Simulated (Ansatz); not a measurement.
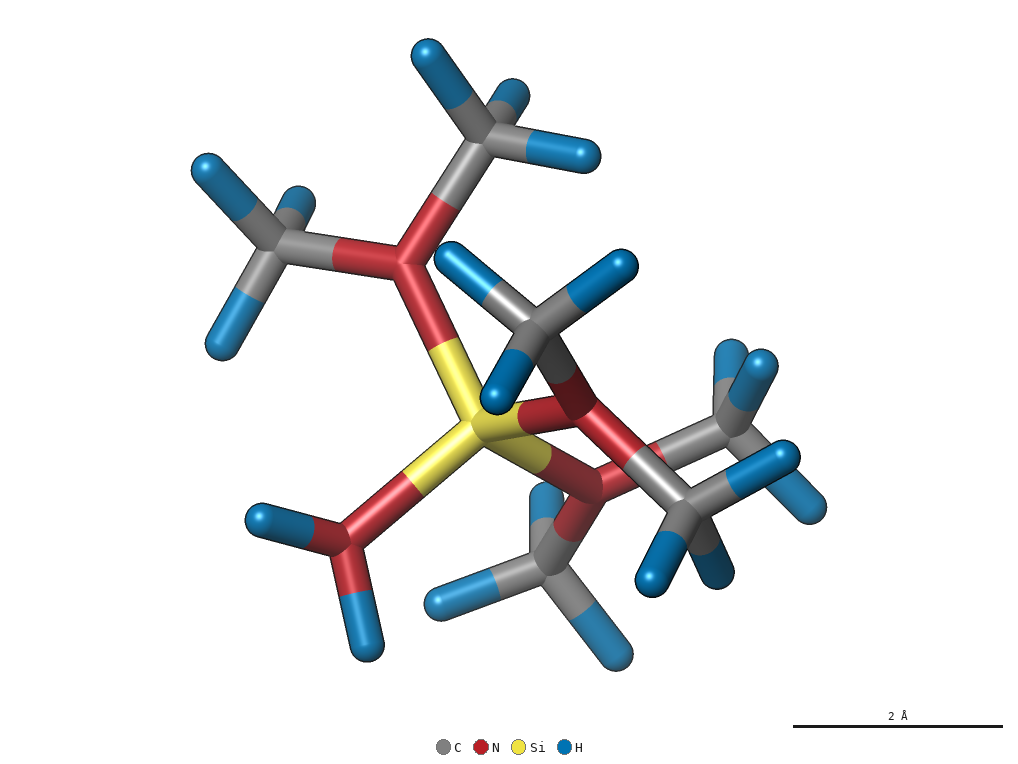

The picture shows the input geometry.

Input file:

```yaml
crystal:
  periodic: [false, false, false]
  atoms:
    - {symbol: C, position_ang: [-2.388108, -0.218442, -0.386792]}
    - {symbol: N, position_ang: [-1.230834, 0.356365, -1.027317]}
    - {symbol: C, position_ang: [-1.400850, 0.473924, -2.454506]}
    - {symbol: Si, position_ang: [0.312081, 0.332459, -0.260778]}
    - {symbol: N, position_ang: [1.324492, 1.294178, -1.273676]}
    - {symbol: N, position_ang: [0.021656, 0.852338, 1.357198]}
    - {symbol: C, position_ang: [-0.916043, 1.903551, 1.664778]}
    - {symbol: C, position_ang: [0.999836, 0.676291, 2.401819]}
    - {symbol: N, position_ang: [1.139237, -1.171615, -0.110276]}
    - {symbol: C, position_ang: [1.980575, -1.714349, -1.148300]}
    - {symbol: C, position_ang: [0.675466, -2.188471, 0.801264]}
    - {symbol: H, position_ang: [-2.220921, -0.331198, 0.685214]}
    - {symbol: H, position_ang: [-3.274524, 0.416470, -0.525033]}
    - {symbol: H, position_ang: [-2.632927, -1.210156, -0.796761]}
    - {symbol: H, position_ang: [-2.219975, 1.165055, -2.697675]}
    - {symbol: H, position_ang: [-0.489204, 0.843747, -2.922822]}
    - {symbol: H, position_ang: [-1.646562, -0.493630, -2.918756]}
    - {symbol: H, position_ang: [0.985717, 2.202760, -1.549022]}
    - {symbol: H, position_ang: [2.303572, 1.350037, -1.040422]}
    - {symbol: H, position_ang: [-1.603476, 2.061815, 0.833803]}
    - {symbol: H, position_ang: [-1.508623, 1.658001, 2.557107]}
    - {symbol: H, position_ang: [-0.406682, 2.858143, 1.868264]}
    - {symbol: H, position_ang: [1.734885, -0.077041, 2.118283]}
    - {symbol: H, position_ang: [0.525394, 0.355360, 3.339692]}
    - {symbol: H, position_ang: [1.540005, 1.611216, 2.616807]}
    - {symbol: H, position_ang: [1.475631, -2.517741, -1.706589]}
    - {symbol: H, position_ang: [2.260784, -0.940476, -1.862328]}
    - {symbol: H, position_ang: [2.899311, -2.144293, -0.725479]}
    - {symbol: H, position_ang: [0.124833, -2.986072, 0.279560]}
    - {symbol: H, position_ang: [1.516083, -2.665056, 1.324861]}
    - {symbol: H, position_ang: [0.011770, -1.760170, 1.553481]}
basis:
  gaussian: {orbitals: aug-cc-pVTZ}
total_charge: -1
magnetization: {spin_polarized: true, initial_magnetization: 1}
hamiltonian: {xc: {name: BHLYP}, dispersion: d3bjatm}
accuracy: high
```

It was started with:

```sh
ansatz run in.yaml --threads 11 --pin off --events-out ev --progress --plain --max-ram 120832MiB --backend cuda --devices 0, --max-vram 75GiB
```

Result:

```
Functional definition: BHLYP
  name "BHLYP"
  cite "Becke, J. Chem. Phys. 98, 1372 (1993) doi:10.1063/1.464304"
  cite "Becke, Phys. Rev. A 38, 3098 (1988) doi:10.1103/PhysRevA.38.3098"
  cite "Lee, Yang & Parr, Phys. Rev. B 37, 785 (1988) doi:10.1103/PhysRevB.37.785"
  parameter a = 0.5
  exchange = (1 - a)*b88_x + a*exact_x
  correlation = lyp_c
14356 factors; integrals over basis functions are off by at most 2.1e-8 eV
mean field evaluation 1: about -20367.5929 eV, gradient 6.1e1 eV
mean field evaluation 2: about -20367.5442 eV, gradient 6.2e1 eV
mean field evaluation 4: about -20385.0528 eV, gradient 3.4e0 eV
mean field evaluation 8: about -20385.3105 eV, gradient 2.4e-1 eV
mean field evaluation 16: about -20385.3117 eV, gradient 7.2e-3 eV
mean field evaluation 32: about -20385.3117 eV, gradient 9.5e-5 eV
mean field evaluation 64: about -20385.2436 eV, gradient 4.2e-1 eV
mean field evaluation 96: about -20384.8382 eV, gradient 8.1e-1 eV
mean field -20385.31171989 eV, -749.1463880453 hartree, gradient 9.2e-8 eV, S^2 0.750035; 10 other end points of the search recorded, 0 dependent functions left out
reference -20385.31174696 eV, -749.1463890401 hartree; 50, 49 occupied and 920, 921 virtual orbitals, 14356 factors
Total energy: -20386.52323737 eV, -749.1909104917 hartree
```

The run converged.
